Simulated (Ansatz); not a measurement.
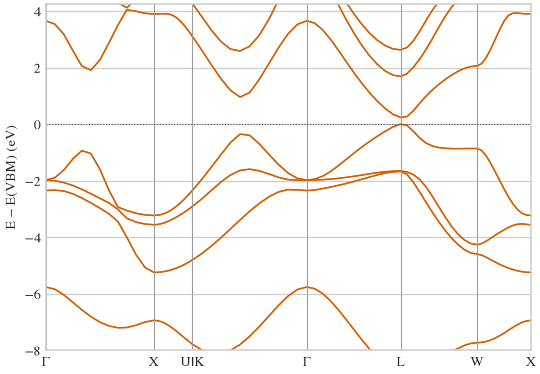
Fig. 1. Band structure from PBEsol with spin–orbit coupling (plane waves, PAW; program Ansatz)

The gap is 0.24 eV; an edge lies off the plotted path or next to a special point (maximum at L, minimum on the L–W line, 3 % of the way from L).

The material is PbS (rock salt, Fm-3m).

Symmetry was held in the PBEsol relaxation.

Potentials: the later of the program's two PAW sets.
